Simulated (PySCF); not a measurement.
## Run report: TiOBr₂, frequency calculation

The run: frequency calculation of TiOBr₂. Method and program: RKS-based PBE0, Ti def2-SVP, O def2-SVP, Br def2-SVP; non-relativistic Hamiltonian; density fitting (PySCF 2.14.0).

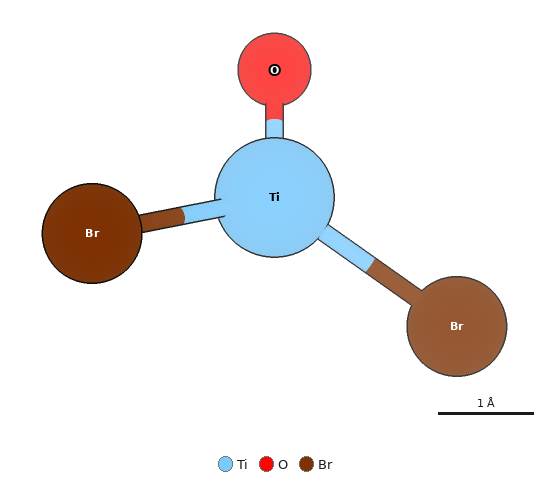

Figure 1. The structure (ball-and-stick view, seen at a tilt). Sticks mark near contacts. Bond lengths as drawn: Br–Ti 2.37 Å and O–Ti 1.57 Å.

**Results in brief**

| quantity | value |
| --- | --- |
| outcome | converged |
| total energy | −6071.507870 hartree |
| HOMO | −8.60 eV |
| LUMO | −3.92 eV |
| zero-point energy | 0.005004 hartree |
| dipole moment | 0.45 D |
| wavenumbers, lowest and highest | 69 and 1159 cm⁻¹ |
| hardware | 2 threads of Arm Neoverse N1, 54 GiB of memory available, shared host |
| wall time | 1.7 min (CPU time 3 min) |
| peak memory | 1.2 GiB |

**Input**
```python
from pyscf import gto, scf, dft
mol = gto.M(atom='''
Ti    -0.491035     0.000000    -0.356031
O     -1.759474     0.000000    -1.275729
Br    -0.930953     0.000000     1.973041
Br     1.585892     0.000000    -1.498168''',
    basis={'Ti': 'def2-SVP', 'O': 'def2-SVP', 'Br': 'def2-SVP'},
    charge=0, spin=0)
mf = dft.RKS(mol, xc='PBE0')
mf.grids.atom_grid = (75, 302)
aux = {'Ti': 'def2-universal-JKFIT', 'O': 'def2-universal-JKFIT', 'Br': 'def2-universal-JKFIT'}
mf = mf.density_fit(auxbasis=aux)
mf.conv_tol = 1e-09
mf.diis_space = 10
mf.max_cycle = 60
mf.verbose = 4
mf.kernel()
```

The script is an equivalent of the set-up of the self-consistent field. The run itself was carried out by a driver, which started from the orbitals of the step before it where there was one and computed the further properties.

Launch command:
```bash
OMP_NUM_THREADS=2 python axn.py task.json out
```

**The program's output**
```
init E= -6071.50787000208
  HOMO = -0.315996686856111  LUMO = -0.14400362606675  gap/eV = 4.68017
cycle= 1 E= -6071.50787000159  delta_E= 4.85e-10  |g|= 4.75e-05  |ddm|= 4.83e-05
  HOMO = -0.315995645310094  LUMO = -0.144021512547037  gap/eV = 4.67965
cycle= 2 E= -6071.50786999414  delta_E= 7.45e-09  |g|= 0.000191  |ddm|= 0.000156
  HOMO = -0.315995970274283  LUMO = -0.144009503523677  gap/eV = 4.67999
cycle= 3 E= -6071.50787000206  delta_E= -7.92e-09  |g|= 1.53e-05  |ddm|= 0.000115
  HOMO = -0.315996332604354  LUMO = -0.144007986972809  gap/eV = 4.68004
cycle= 4 E= -6071.50787000212  delta_E= -6.64e-11  |g|= 4.33e-07  |ddm|= 1.61e-05
  HOMO = -0.315996313595341  LUMO = -0.144007963054872  gap/eV = 4.68004
Extra cycle  E= -6071.50787000212  delta_E= 3.64e-12  |g|= 5.73e-07  |ddm|= 1.08e-06
converged SCF energy = -6071.50787000212
```

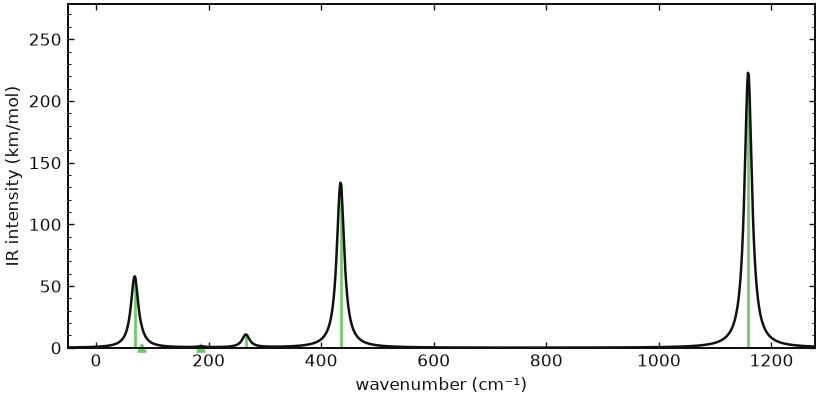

Figure 2. Harmonic infrared spectrum, unscaled: sticks (degenerate modes added up, dark ones marked on the axis) with a Lorentzian envelope of 16 cm⁻¹ full width, scaled to the tallest stick. 6 modes from 69 to 1159 cm⁻¹, none imaginary. The strongest line is at 1159 cm⁻¹ (223 km/mol). All modes, in cm⁻¹ (km/mol): 69 (58), 82 (1.1), 187 (0.7), 266 (10.4), 434 (133), 1159 (223).

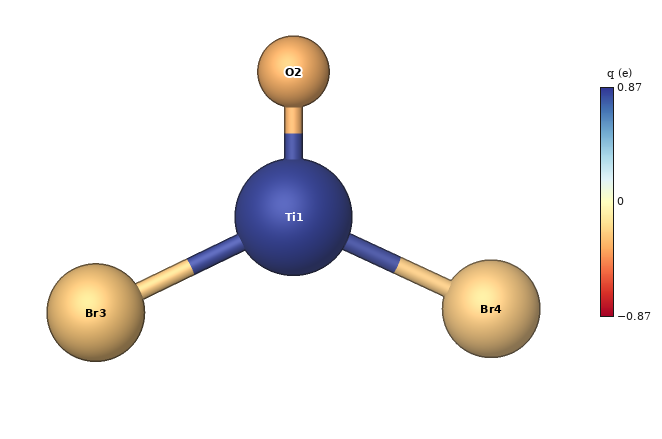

Figure 3. Mulliken charges, as the colour of each atom (ball-and-stick view, seen on its broad side; atoms are numbered from 1 in the order of the input). By element: Ti +0.83, O −0.33 and Br −0.25 e.
